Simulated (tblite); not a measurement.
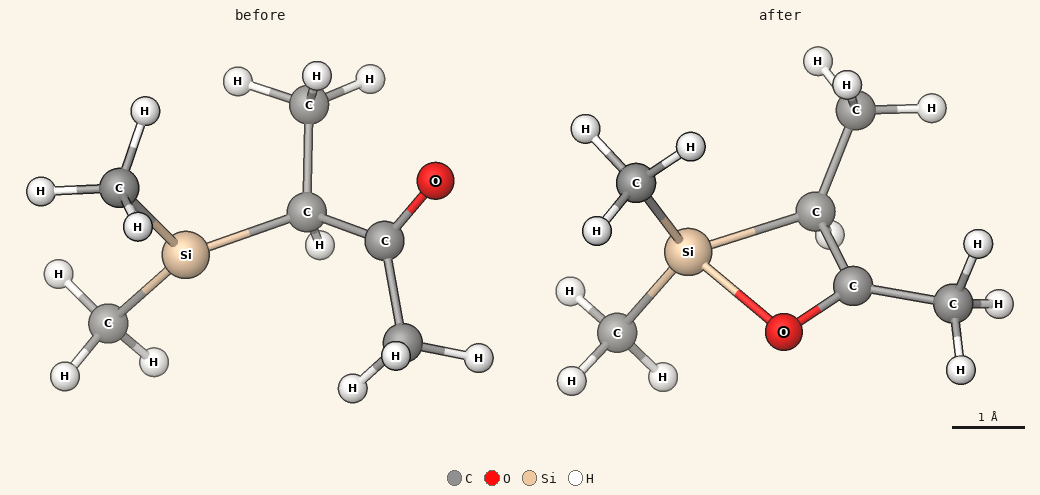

The structure of C6H13OSi (charge +1) before (left) and after (right) a relaxation, at one scale.

Style: ball-and-stick. Shown face on.

These are results of tblite, GFN2-xTB geometry optimisation, gas phase, not measurements. 

### What changed between the two?

The O atom moves most after the best rigid fit: 3.19 Å. Largest moves by element: O 3.19 Å, H 1.89 Å, C 0.96 Å, Si 0.26 Å. Among the contacts that change: O–Si 3.737 → 1.914 Å, C–Si 2.802 → 2.366 Å, C–Si 1.867 → 1.953 Å, C–O 1.205 → 1.254 Å. New bonds form: O–Si (3.74 → 1.91 Å). Among the angles between lasting bonds that change: C–C–Si 112.7° → 85.9°, C–C–Si 111.4° → 124.5°, O–C–C 120.4° → 108.9°. Groups turn about C–C by about 165°, C–C by about 135°, C–Si by about 50°. After 254 geometry steps the energy has fallen by 34.1 kcal/mol.
